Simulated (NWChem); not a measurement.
# SOF2 (thionyl fluoride): B3LYP/jorge-TZP

What is the vertical ionisation energy of SOF2 (thionyl fluoride) at B3LYP/jorge-TZP? 

Program for the calculation: NWChem 7.3.0.

**1. The molecule**

SOF2: 4 atoms, total charge 0, spin state singlet. As SMILES, `O=S(F)F`. Geometry: relaxed at PBE0-D4/def2-TZVP.

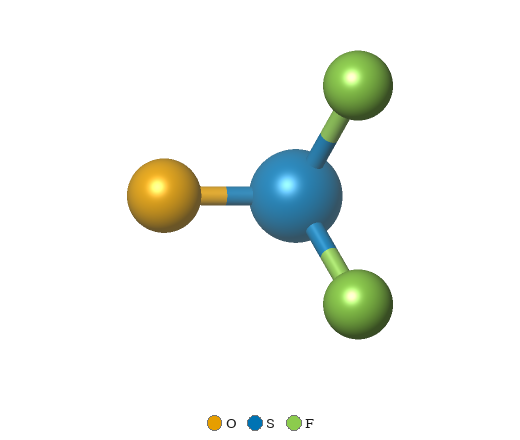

The structure, seen from a chosen angle (oxygen amber, sulfur blue, fluorine green).

**2. The energy at B3LYP/jorge-TZP**

Contents of f2os.nw:

```
start f2os
title "F2OS energy"
memory 2200 mb
charge 0

geometry units angstroms noautosym nocenter noautoz
  O     0.932400    0.066600   -1.017800
  S    -0.151300   -0.426200   -0.245700
  F    -1.124400    0.804200    0.000400
  F     0.343300   -0.444600    1.263100
end

basis spherical bse
  O library jorge-TZP
  S library jorge-TZP
  F library jorge-TZP
end

dft
  xc b3lyp
  grid fine
  convergence energy 1e-08
  iterations 100
  mulliken
  noprint "final vectors analysis"
end

task dft
```

On the command line:

```sh
nwchem f2os.nw > f2os.out
```

The log of the run:

```text
[...]
          Wavefunction type:  closed shell.
          No. of atoms     :     4
          No. of electrons :    42
[...]
          Charge           :     0
          Spin multiplicity:     1
[...]
          AO basis - number of functions:   133
[...]
              XC Information
              --------------
                         B3LYP Method XC Potential
                     Hartree-Fock (Exact) Exchange  0.200
                        Slater Exchange Functional  0.800 local
                    Becke 1988 Exchange Functional  0.720 non-local
              Lee-Yang-Parr Correlation Functional  0.810
                  VWN I RPA Correlation Functional  0.190 local
[...]
 d= 0,ls=0.0,diis     1   -673.0497654650 -8.67D+02  1.22D-02  3.95D+00     3.8
[...]
 d= 0,ls=0.0,diis    10   -673.2241985127 -6.20D-09  7.25D-07  9.61D-08    32.2
         Total DFT energy =     -673.224198512749
      One electron energy =    -1316.474364419550
           Coulomb energy =      504.628130156770
    Exchange-Corr. energy =      -55.307495429970
 Nuclear repulsion energy =      193.929531180000
[...]
      Total Density - Mulliken Population Analysis
     ---------------------------------------------
    Atom       Charge   Shell Charges
 -----------   ------   -------------------------------------------------------
    1 O    8     8.37   0.58  1.38  0.17  0.95  0.73  1.87  1.78  0.87  0.00  0.03  0.00
    2 S   16    15.13   0.15  0.47  0.86  0.47  0.51  1.52  1.03  0.74  5.16  0.78  0.93  1.47  0.25  0.28  0.40  0.10
    3 F    9     9.25   0.58  1.38  0.25  0.97  0.74  2.27  2.08  0.96  0.00  0.01  0.00
    4 F    9     9.25   0.58  1.38  0.25  0.97  0.74  2.27  2.08  0.96  0.00  0.01  0.00
[...]
```

It took 33 s on 1 thread of AMD EPYC 7R43 (Zen 3), shared host; peak memory 0.11 GiB.

**3. The doublet cation at the same level**

Contents of run.nw:

```
start run
title "F2OS energy"
memory 2200 mb
charge 1

geometry units bohr noautosym nocenter noautoz
  O    1.76198064   0.12585576  -1.92336325
  S   -0.28591556  -0.80540127  -0.46430571
  F   -2.12480805   1.51971775   0.00075589
  F    0.64874298  -0.84017224   2.38691307
end

basis spherical bse
  * library jorge-TZP
end

dft
  xc b3lyp
  mult 2
  grid fine
  convergence energy 1e-08
  iterations 100
  mulliken
  noprint "final vectors analysis"
end

task dft energy
```

On the command line:

```sh
nwchem run.nw > run.out
```

The log of the run:

```text
[...]
          Wavefunction type:  spin polarized.
          No. of atoms     :     4
          No. of electrons :    41
[...]
          Charge           :     1
          Spin multiplicity:     2
[...]
          AO basis - number of functions:   133
[...]
              XC Information
              --------------
                         B3LYP Method XC Potential
                     Hartree-Fock (Exact) Exchange  0.200
                        Slater Exchange Functional  0.800 local
                    Becke 1988 Exchange Functional  0.720 non-local
              Lee-Yang-Parr Correlation Functional  0.810
                  VWN I RPA Correlation Functional  0.190 local
[...]
 d= 0,ls=0.0,diis     1   -672.5481665089 -8.66D+02  5.90D-03  1.22D+00     4.7
[...]
 d= 0,ls=0.0,diis    14   -672.7676268523 -2.05D-09  7.90D-08  9.40D-10    58.3
[...]
         Total DFT energy =     -672.767626852306
      One electron energy =    -1303.085426055871
           Coulomb energy =      491.266787395712
    Exchange-Corr. energy =      -54.878505468457
 Nuclear repulsion energy =      193.929517276310
[...]
      Total Density - Mulliken Population Analysis
     ---------------------------------------------
    Atom       Charge   Shell Charges
 -----------   ------   -------------------------------------------------------
    1 O    8     8.02   0.58  1.38  0.17  1.00  0.74  1.81  1.70  0.59  0.00  0.04  0.00
    2 S   16    14.82   0.15  0.47  0.86  0.47  0.51  1.52  1.06  0.53  5.16  0.78  0.92  1.50  0.13  0.27  0.39  0.10
    3 F    9     9.08   0.58  1.38  0.25  0.99  0.74  2.23  2.06  0.83  0.00  0.02  0.00
    4 F    9     9.08   0.58  1.38  0.25  0.99  0.74  2.23  2.06  0.83  0.00  0.02  0.00
[...]
      <S2> =      0.7601 (Exact =     0.7500)
[...]
```

It took 59 s on 1 thread of AMD EPYC 7R43 (Zen 3), shared host; peak memory 0.12 GiB.

**4. Outcome**

At B3LYP/jorge-TZP:

```
                                          quantity          value
                        singlet SOF2: total energy  -673.22420 Eh
                       singlet SOF2: dipole moment         1.76 D
                      doublet cation: total energy  -672.76763 Eh
                              doublet cation: ⟨S²⟩          0.760
vertical ionisation energy (to the doublet cation)      12.424 eV
```

**Reading.** The vertical ionisation energy comes to 12.42 eV (1199 kJ/mol).
